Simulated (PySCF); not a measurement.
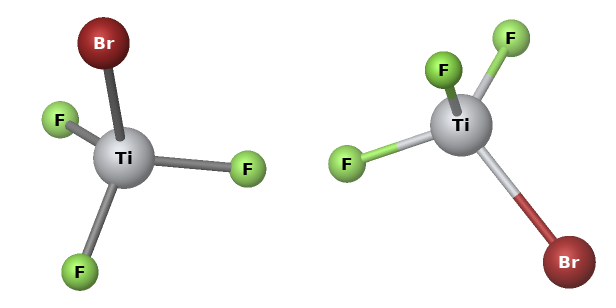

Two views of one molecule.

Charge 0, singlet.

> What is the molecular formula?

TiBrF3, 5 atoms: 1 titanium, 1 bromine and 3 fluorine.

> How many bonds of each kind are drawn?

3 F–Ti, 1 Br–Ti.

> How many sets of symmetry-equivalent atoms are there?

3: 1 Ti, 1 Br, 3 F.

> Write the SMILES.

[F][Ti]([F])([F])[Br]

More results for the same structure follow; atom numbers are the same in all pictures, views and colours differ. Computed geometry: PBE0-D3(BJ)/def2-SVP optimisation. No frequency run is at hand to confirm it as a minimum.

**Shape**

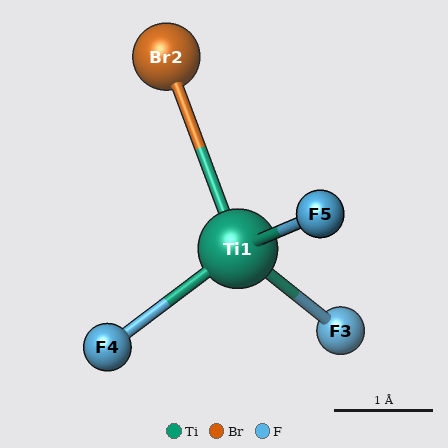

Numbered structure. No frequency run is at hand to confirm it as a minimum.

List the bonds and their lengths.

```
   bond  length (Å)
Ti1–Br2       2.333
 Ti1–F3       1.720
 Ti1–F4       1.720
 Ti1–F5       1.720
```

**Quadrupole coupling**

No frequency run is at hand to confirm it as a minimum. Electric field gradients from the ground-state density, PBE/pcJ-1 (pcSseg-1 on Br) (pcSseg-1 on Ti) (PySCF 2.14.0), non-relativistic apart from any core potentials.

Give the largest field-gradient component, the quadrupole coupling constant and the asymmetry for 79Br at Br2 (Q = 313 mb).

```tsv
atom	V_zz (a.u.)	e²qQ/h (MHz)	η
Br2	1.719	126.4	0.00
```

**Spin–spin coupling**

No frequency run is at hand to confirm it as a minimum. Method: PBE/pcJ-1 (pcSseg-1 on Br) (pcSseg-1 on Ti) indirect spin-spin coupling, non-relativistic, gas phase (PySCF 2.14.0). Isotopes: 19F.

Give the spin–spin coupling constants of these pairs, with the number of bonds between them: F3/F5, F3/F4, F4/F5.

```csv
pair,bonds apart,J (Hz)
"F3, F5",2,104.3
"F3, F4",2,104.2
"F4, F5",2,104.3
```

Density functionals are unreliable for couplings to fluorine, so those rows may be far off.

**Excitation**

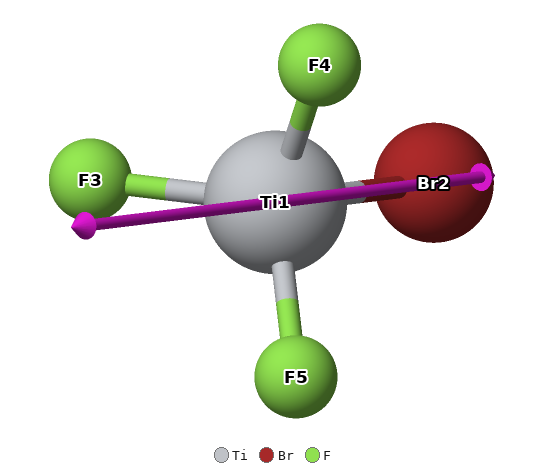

The double arrow shows the direction of the transition dipole to excited singlet state 4 (its length means nothing). No frequency run is at hand to confirm it as a minimum. Level of theory: TDDFT B3LYP/def2-SVPD, vertical, gas phase, core orbitals frozen in the response (PySCF 2.14.0).

> How is the transition polarised?

Nearly parallel to the Ti1–Br2 bond.

> Give its energy, strength and character.

4.67 eV (266 nm), oscillator strength 0.036, of mixed character, with the largest part HOMO → LUMO+1 (weight 0.41); transition dipole 1.43 D.
